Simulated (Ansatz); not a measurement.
**GaHO2 (singlet): B2PLYP, RPA-PBE over vertical spin and charge gaps and displaced geometries, cc-pVDZ**

Aim: run GaHO2 (singlet) with these functionals over vertical spin and charge gaps and displaced geometries, and hold them against the top wave-function level at the same points.

Computed with Ansatz 0.2.0, Gaussian basis. Level: cc-pVDZ, all electrons in the functionals, frozen cores in the correlation of double hybrids and RPA.

Plan: B2PLYP, RPA-PBE, at charge 0, singlet; charge 0, triplet; charge 1, doublet; displaced geometry v1; displaced geometry v2.

23 further runs of the same task are left out: 14 that didn't finish, 9 set aside as unsound or not needed.

**1. The geometry**

The geometry is a PBE0/def2-TZVP stationary point (not a proven minimum). No spin-orbit coupling is included. The filled d shell of Ga may be among the frozen orbitals whatever the setting's name suggests; the logs give the count.

4 atoms, charge 0, spin multiplicity 1.

Atoms are counted from 1 here; the program's logs count them from 0.

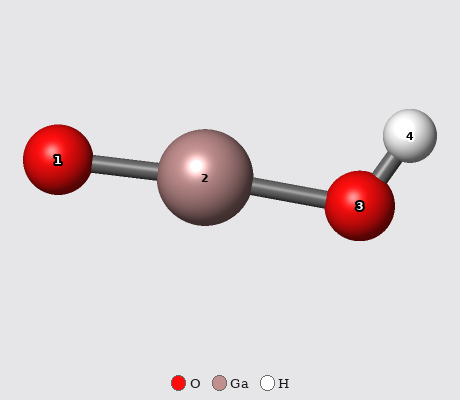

The structure; oxygen red, gallium pink, hydrogen white; atoms are numbered from 1 in the order of the file.

No dispersion term is added.

The geometry shown and the zero of energy belong to the point charge 0, singlet. The yardstick, RCCSD(T), and other wave-function levels (R restricted, U unrestricted, valence and pair active spaces) come from earlier runs.

**2. B2PLYP, charge 0, singlet**

in.yaml reads:

```yaml
crystal:
  periodic: [false, false, false]
  atoms:
    - {symbol: O, position_ang: [-0.000009, -0.151064, 2.219967]}
    - {symbol: Ga, position_ang: [0.000021, -0.155864, 0.576530]}
    - {symbol: O, position_ang: [-0.000005, -0.267455, -1.166443]}
    - {symbol: H, position_ang: [-0.000007, 0.574382, -1.630054]}
basis:
  gaussian: {orbitals: cc-pVDZ}
hamiltonian: {xc: {name: B2PLYP}}
correlation: {electrons: outside_noble_gas}
```

Launch:

```bash
ansatz run in.yaml --threads 1 --pin off --events-out ev --progress --plain --max-ram 2393MiB
```

Log:

```text
Functional definition: B2PLYP
  name "B2PLYP"
  cite "Grimme, J. Chem. Phys. 124, 034108 (2006) doi:10.1063/1.2148954"
  cite "Becke, Phys. Rev. A 38, 3098 (1988) doi:10.1103/PhysRevA.38.3098"
  cite "Lee, Yang & Parr, Phys. Rev. B 37, 785 (1988) doi:10.1103/PhysRevB.37.785"
  parameter a = 0.53
  parameter c = 0.27
  exchange = (1 - a)*b88_x + a*exact_x
  correlation = (1 - c)*lyp_c + c*(mp2_os + mp2_ss)
625 factors; integrals over basis functions are off by at most 1.2e-3 eV
mean field evaluation 1: about -56458.7580 eV, gradient 6.8e1 eV
mean field evaluation 2: about -56458.8549 eV, gradient 6.8e1 eV
mean field evaluation 4: about -56465.9374 eV, gradient 3.4e1 eV
mean field evaluation 8: about -56468.2994 eV, gradient 1.1e0 eV
mean field evaluation 16: about -56468.3027 eV, gradient 1.4e-4 eV
mean field evaluation 32: about -56448.0828 eV, gradient 4.5e1 eV
mean field -56468.30273427 eV, -2075.1718498939 hartree, gradient 1.5e-6 eV, S^2 0.000000; 0 other end points of the search recorded, 0 dependent functions left out
16 core orbitals not correlated, not the lowest: weight in the atoms' cores, before any rotation towards them, 0.489 or more for the frozen orbitals, at most 0.329 for the correlated occupied ones
reference -56468.30285888 eV, -2075.1718544733 hartree; 8, 8 occupied and 36, 36 virtual orbitals, 625 factors
second order -15.95671985 eV of doubles, -0.00000000 eV of singles
Total energy: -56472.61117324 eV, -2075.3301821057 hartree
```

Run time: 8.6 s. Hardware: 1 thread of Intel Xeon at 2.50GHz, shared host.

**3. B2PLYP, charge 0, triplet**

Changes to in.yaml since step 2:

```diff
@@ -9,2 +9,3 @@
   gaussian: {orbitals: cc-pVDZ}
+magnetization: {spin_polarized: true, initial_magnetization: 2}
 hamiltonian: {xc: {name: B2PLYP}}
```

The command is unchanged.

Log, shortened:

```text
Functional definition: B2PLYP
  name "B2PLYP"
  cite "Grimme, J. Chem. Phys. 124, 034108 (2006) doi:10.1063/1.2148954"
  cite "Becke, Phys. Rev. A 38, 3098 (1988) doi:10.1103/PhysRevA.38.3098"
  cite "Lee, Yang & Parr, Phys. Rev. B 37, 785 (1988) doi:10.1103/PhysRevB.37.785"
[...]
625 factors; integrals over basis functions are off by at most 1.2e-3 eV
[...]
mean field -56465.61598276 eV, -2075.0731135974 hartree, gradient 5.8e-8 eV, S^2 2.007110; 4 other end points of the search recorded, 0 dependent functions left out
16 core orbitals not correlated, not the lowest: weight in the atoms' cores, before any rotation towards them, 0.489 or more for the frozen orbitals, at most 0.332 for the correlated occupied ones
reference -56465.61610902 eV, -2075.0731182373 hartree; 9, 7 occupied and 35, 37 virtual orbitals, 625 factors
second order -12.90426800 eV of doubles, -0.00000000 eV of singles
Total energy: -56469.10026138 eV, -2075.2011584748 hartree
```

Wall time 27 s (1 thread of Intel Xeon at 2.50GHz, shared host).

From the report: ⟨S²⟩ of the determinant 2.007 (pure triplet: 2.00).

From charge 0, singlet: +81.0 kcal/mol.

**4. B2PLYP, charge 1, doublet**

Changes to in.yaml since step 3:

```diff
@@ -9,3 +9,4 @@
   gaussian: {orbitals: cc-pVDZ}
-magnetization: {spin_polarized: true, initial_magnetization: 2}
+total_charge: 1
+magnetization: {spin_polarized: true, initial_magnetization: 1}
 hamiltonian: {xc: {name: B2PLYP}}
```

The command is unchanged.

Log, shortened:

```text
Functional definition: B2PLYP
  name "B2PLYP"
  cite "Grimme, J. Chem. Phys. 124, 034108 (2006) doi:10.1063/1.2148954"
  cite "Becke, Phys. Rev. A 38, 3098 (1988) doi:10.1103/PhysRevA.38.3098"
  cite "Lee, Yang & Parr, Phys. Rev. B 37, 785 (1988) doi:10.1103/PhysRevB.37.785"
[...]
625 factors; integrals over basis functions are off by at most 1.2e-3 eV
[...]
mean field -56459.08431271 eV, -2074.8330791503 hartree, gradient 5.8e-8 eV, S^2 0.755205; 4 other end points of the search recorded, 0 dependent functions left out
16 core orbitals not correlated, not the lowest: weight in the atoms' cores, before any rotation towards them, 0.513 or more for the frozen orbitals, at most 0.352 for the correlated occupied ones
reference -56459.08443583 eV, -2074.8330836747 hartree; 8, 7 occupied and 36, 37 virtual orbitals, 625 factors
second order -12.86992652 eV of doubles, -0.00000000 eV of singles
Total energy: -56462.55931599 eV, -2074.9607831652 hartree
```

Run time: 26 s. Hardware: 1 thread of Intel Xeon at 2.50GHz, shared host.

From the report: ⟨S²⟩ of the determinant 0.755 (pure doublet: 0.75).

From charge 0, singlet: +231.8 kcal/mol.

**5. B2PLYP, displaced geometry v1**

in.yaml reads:

```yaml
crystal:
  periodic: [false, false, false]
  atoms:
    - {symbol: O, position_ang: [0.002328, -0.152908, 2.242188]}
    - {symbol: Ga, position_ang: [0.001525, -0.173851, 0.587598]}
    - {symbol: O, position_ang: [0.049463, -0.226132, -1.197988]}
    - {symbol: H, position_ang: [-0.053316, 0.552891, -1.631797]}
basis:
  gaussian: {orbitals: cc-pVDZ}
hamiltonian: {xc: {name: B2PLYP}}
correlation: {electrons: outside_noble_gas}
```

Launched as before.

Log, shortened:

```text
Functional definition: B2PLYP
  name "B2PLYP"
  cite "Grimme, J. Chem. Phys. 124, 034108 (2006) doi:10.1063/1.2148954"
  cite "Becke, Phys. Rev. A 38, 3098 (1988) doi:10.1103/PhysRevA.38.3098"
  cite "Lee, Yang & Parr, Phys. Rev. B 37, 785 (1988) doi:10.1103/PhysRevB.37.785"
[...]
625 factors; integrals over basis functions are off by at most 1.2e-3 eV
[...]
mean field -56468.17567391 eV, -2075.1671805120 hartree, gradient 2.8e-6 eV, S^2 0.000000; 0 other end points of the search recorded, 0 dependent functions left out
16 core orbitals not correlated, not the lowest: weight in the atoms' cores, before any rotation towards them, 0.544 or more for the frozen orbitals, at most 0.316 for the correlated occupied ones
reference -56468.17579903 eV, -2075.1671851102 hartree; 8, 8 occupied and 36, 36 virtual orbitals, 625 factors
second order -15.93844108 eV of doubles, -0.00000000 eV of singles
Total energy: -56472.47917813 eV, -2075.3253313749 hartree
```

Wall time 6.5 s (1 thread of Intel Xeon at 2.50GHz, shared host).

From charge 0, singlet: +3.0 kcal/mol.

**6. B2PLYP, displaced geometry v2**

in.yaml reads:

```yaml
crystal:
  periodic: [false, false, false]
  atoms:
    - {symbol: O, position_ang: [0.125675, 0.013108, 1.671977]}
    - {symbol: Ga, position_ang: [-0.039169, 0.016681, 0.040133]}
    - {symbol: O, position_ang: [0.037425, -0.127333, -1.711020]}
    - {symbol: H, position_ang: [0.120532, 0.659234, -2.156417]}
basis:
  gaussian: {orbitals: cc-pVDZ}
hamiltonian: {xc: {name: B2PLYP}}
correlation: {electrons: outside_noble_gas}
```

Launched as before.

Log, shortened:

```text
Functional definition: B2PLYP
  name "B2PLYP"
  cite "Grimme, J. Chem. Phys. 124, 034108 (2006) doi:10.1063/1.2148954"
  cite "Becke, Phys. Rev. A 38, 3098 (1988) doi:10.1103/PhysRevA.38.3098"
  cite "Lee, Yang & Parr, Phys. Rev. B 37, 785 (1988) doi:10.1103/PhysRevB.37.785"
[...]
625 factors; integrals over basis functions are off by at most 1.2e-3 eV
[...]
mean field -56468.19816936 eV, -2075.1680072046 hartree, gradient 3.6e-6 eV, S^2 0.000000; 0 other end points of the search recorded, 0 dependent functions left out
16 core orbitals not correlated, not the lowest: weight in the atoms' cores, before any rotation towards them, 0.535 or more for the frozen orbitals, at most 0.329 for the correlated occupied ones
reference -56468.19829533 eV, -2075.1680118339 hartree; 8, 8 occupied and 36, 36 virtual orbitals, 625 factors
second order -15.88344005 eV of doubles, -0.00000000 eV of singles
Total energy: -56472.48682415 eV, -2075.3256123610 hartree
```

It took 6.5 s on 1 thread of Intel Xeon at 2.50GHz, shared host.

From charge 0, singlet: +2.9 kcal/mol.

**7. RPA-PBE, charge 0, singlet**

in.yaml reads:

```yaml
crystal:
  periodic: [false, false, false]
  atoms:
    - {symbol: O, position_ang: [-0.000009, -0.151064, 2.219967]}
    - {symbol: Ga, position_ang: [0.000021, -0.155864, 0.576530]}
    - {symbol: O, position_ang: [-0.000005, -0.267455, -1.166443]}
    - {symbol: H, position_ang: [-0.000007, 0.574382, -1.630054]}
basis:
  gaussian: {orbitals: cc-pVDZ}
hamiltonian: {xc: {name: PBE}}
correlation: {method: rpa, electrons: outside_noble_gas}
```

The command is unchanged.

Log, shortened:

```text
Functional definition: PBE
  name "PBE"
  cite "Perdew, Burke & Ernzerhof, Phys. Rev. Lett. 77, 3865 (1996) doi:10.1103/PhysRevLett.77.3865"
  parent pbe
[...]
625 factors; integrals over basis functions are off by at most 1.2e-3 eV
[...]
mean field -56475.17076651 eV, -2075.4242454235 hartree, gradient 7.1e-6 eV, S^2 0.000000; 1 other end points of the search recorded, 0 dependent functions left out
16 core orbitals not correlated, not the lowest: weight in the atoms' cores, before any rotation towards them, 0.510 or more for the frozen orbitals, at most 0.359 for the correlated occupied ones
reference -56421.24433668 eV, -2073.4424856800 hartree; 8, 8 occupied and 36, 36 virtual orbitals, 625 factors
Total energy: -56439.58830199 eV, -2074.1166139710 hartree
```

Run time: 7.5 s. Hardware: 1 thread of Intel Xeon at 2.50GHz, shared host.

**8. RPA-PBE, charge 0, triplet**

Changes to in.yaml since step 7:

```diff
@@ -9,2 +9,3 @@
   gaussian: {orbitals: cc-pVDZ}
+magnetization: {spin_polarized: true, initial_magnetization: 2}
 hamiltonian: {xc: {name: PBE}}
```

Launched as before.

Log, shortened:

```text
Functional definition: PBE
  name "PBE"
  cite "Perdew, Burke & Ernzerhof, Phys. Rev. Lett. 77, 3865 (1996) doi:10.1103/PhysRevLett.77.3865"
  parent pbe
[...]
625 factors; integrals over basis functions are off by at most 1.2e-3 eV
[...]
mean field -56471.76262877 eV, -2075.2989986719 hartree, gradient 2.7e-6 eV, S^2 2.003063; 8 other end points of the search recorded, 0 dependent functions left out
16 core orbitals not correlated, not the lowest: weight in the atoms' cores, before any rotation towards them, 0.663 or more for the frozen orbitals, at most 0.174 for the correlated occupied ones
reference -56418.54982988 eV, -2073.3434643815 hartree; 9, 7 occupied and 35, 37 virtual orbitals, 625 factors
Total energy: -56436.25199231 eV, -2073.9940068517 hartree
```

Run time: 38 s. Hardware: 1 thread of Intel Xeon at 2.50GHz, shared host.

From the report: ⟨S²⟩ of the determinant 2.003 (pure triplet: 2.00).

From charge 0, singlet: +76.9 kcal/mol.

**9. RPA-PBE, charge 1, doublet**

Changes to in.yaml since step 8:

```diff
@@ -9,3 +9,4 @@
   gaussian: {orbitals: cc-pVDZ}
-magnetization: {spin_polarized: true, initial_magnetization: 2}
+total_charge: 1
+magnetization: {spin_polarized: true, initial_magnetization: 1}
 hamiltonian: {xc: {name: PBE}}
```

Same command.

Log, shortened:

```text
Functional definition: PBE
  name "PBE"
  cite "Perdew, Burke & Ernzerhof, Phys. Rev. Lett. 77, 3865 (1996) doi:10.1103/PhysRevLett.77.3865"
  parent pbe
[...]
625 factors; integrals over basis functions are off by at most 1.2e-3 eV
[...]
mean field -56465.03546383 eV, -2075.0517799200 hartree, gradient 2.3e-6 eV, S^2 0.755645; 5 other end points of the search recorded, 0 dependent functions left out
16 core orbitals not correlated, not the lowest: weight in the atoms' cores, before any rotation towards them, 0.550 or more for the frozen orbitals, at most 0.285 for the correlated occupied ones
reference -56412.48002555 eV, -2073.1204031865 hartree; 8, 7 occupied and 36, 37 virtual orbitals, 625 factors
Total energy: -56429.75117615 eV, -2073.7551062644 hartree
```

Run time: 23 s. Hardware: 1 thread of Intel Xeon at 2.50GHz, shared host.

From the report: ⟨S²⟩ of the determinant 0.756 (pure doublet: 0.75).

From charge 0, singlet: +226.8 kcal/mol.

**10. RPA-PBE, displaced geometry v1**

in.yaml reads:

```yaml
crystal:
  periodic: [false, false, false]
  atoms:
    - {symbol: O, position_ang: [0.002328, -0.152908, 2.242188]}
    - {symbol: Ga, position_ang: [0.001525, -0.173851, 0.587598]}
    - {symbol: O, position_ang: [0.049463, -0.226132, -1.197988]}
    - {symbol: H, position_ang: [-0.053316, 0.552891, -1.631797]}
basis:
  gaussian: {orbitals: cc-pVDZ}
hamiltonian: {xc: {name: PBE}}
correlation: {method: rpa, electrons: outside_noble_gas}
```

Same command.

Log, shortened:

```text
Functional definition: PBE
  name "PBE"
  cite "Perdew, Burke & Ernzerhof, Phys. Rev. Lett. 77, 3865 (1996) doi:10.1103/PhysRevLett.77.3865"
  parent pbe
[...]
625 factors; integrals over basis functions are off by at most 1.2e-3 eV
[...]
mean field -56475.01112020 eV, -2075.4183785300 hartree, gradient 1.2e-6 eV, S^2 0.000000; 2 other end points of the search recorded, 0 dependent functions left out
16 core orbitals not correlated, not the lowest: weight in the atoms' cores, before any rotation towards them, 0.510 or more for the frozen orbitals, at most 0.391 for the correlated occupied ones
reference -56421.13987862 eV, -2073.4386469172 hartree; 8, 8 occupied and 36, 36 virtual orbitals, 625 factors
Total energy: -56439.47040902 eV, -2074.1122814845 hartree
```

Wall time 10 s (1 thread of Intel Xeon at 2.50GHz, shared host).

From charge 0, singlet: +2.7 kcal/mol.

**11. RPA-PBE, displaced geometry v2**

in.yaml reads:

```yaml
crystal:
  periodic: [false, false, false]
  atoms:
    - {symbol: O, position_ang: [0.125675, 0.013108, 1.671977]}
    - {symbol: Ga, position_ang: [-0.039169, 0.016681, 0.040133]}
    - {symbol: O, position_ang: [0.037425, -0.127333, -1.711020]}
    - {symbol: H, position_ang: [0.120532, 0.659234, -2.156417]}
basis:
  gaussian: {orbitals: cc-pVDZ}
hamiltonian: {xc: {name: PBE}}
correlation: {method: rpa, electrons: outside_noble_gas}
```

The command is unchanged.

Log, shortened:

```text
Functional definition: PBE
  name "PBE"
  cite "Perdew, Burke & Ernzerhof, Phys. Rev. Lett. 77, 3865 (1996) doi:10.1103/PhysRevLett.77.3865"
  parent pbe
[...]
625 factors; integrals over basis functions are off by at most 1.2e-3 eV
[...]
mean field -56475.02313886 eV, -2075.4188202077 hartree, gradient 1.3e-6 eV, S^2 0.000000; 0 other end points of the search recorded, 0 dependent functions left out
16 core orbitals not correlated, not the lowest: weight in the atoms' cores, before any rotation towards them, 0.512 or more for the frozen orbitals, at most 0.384 for the correlated occupied ones
reference -56421.17551842 eV, -2073.4399566557 hartree; 8, 8 occupied and 36, 36 virtual orbitals, 625 factors
Total energy: -56439.45652755 eV, -2074.1117713499 hartree
```

Run time: 5.5 s. Hardware: 1 thread of Intel Xeon at 2.50GHz, shared host.

From charge 0, singlet: +3.0 kcal/mol.

**12. Against the wave-function levels**

No level is safe as a reference over these points; RCCSD(T) serves as a yardstick only. It comes from earlier runs at the same points. Energies in kcal/mol, counted from charge 0, singlet; blanks weren't run or aren't comparable.

```tsv
level	singlet to triplet	ionisation to the doublet cation	displacement v1	displacement v2
RCCSD(T)		224.4	2.7	2.8
B2PLYP	81.0	231.8	3.0	2.9
RPA-PBE	76.9	226.8	2.7	3.0
```

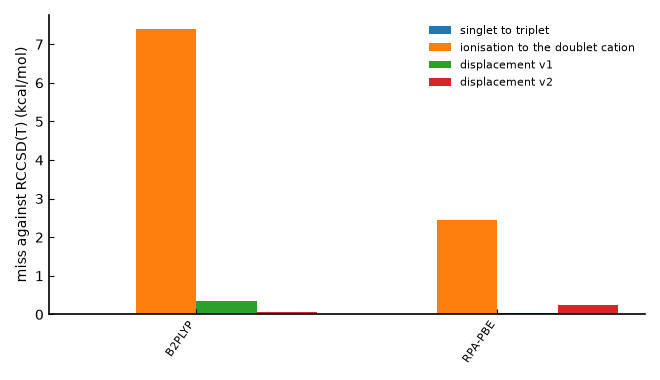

Misses of the gaps against RCCSD(T).

Largest miss and mean time a point (RCCSD(T) took 34 s a point; shared hosts):

```tsv
level	largest miss (kcal/mol)	where	time a point
B2PLYP	+7.4	ionisation to the doublet cation	15 s
RPA-PBE	+2.4	ionisation to the doublet cation	17 s
```

**13. Summary of results**

```
                                  quantity                                             value
ionisation to the doublet cation, RCCSD(T)                                    224.4 kcal/mol
                 displacement v1, RCCSD(T)                                      2.7 kcal/mol
                 displacement v2, RCCSD(T)                                      2.8 kcal/mol
                      largest miss, B2PLYP  +7.4 kcal/mol (ionisation to the doublet cation)
                     largest miss, RPA-PBE  +2.4 kcal/mol (ionisation to the doublet cation)
```

In words: Misses are known at 3 of 4 points at best, and only functionals with that many are ranked. Of the functionals, RPA-PBE keep the smallest largest miss at the points compared (at most 2.4 kcal/mol) and B2PLYP strays most (7.4 kcal/mol, at ionisation to the doublet cation). Functionals and the yardstick converge differently with the basis, so part of each miss in cc-pVDZ is the basis. The yardstick itself may be off where one determinant is a poor start.
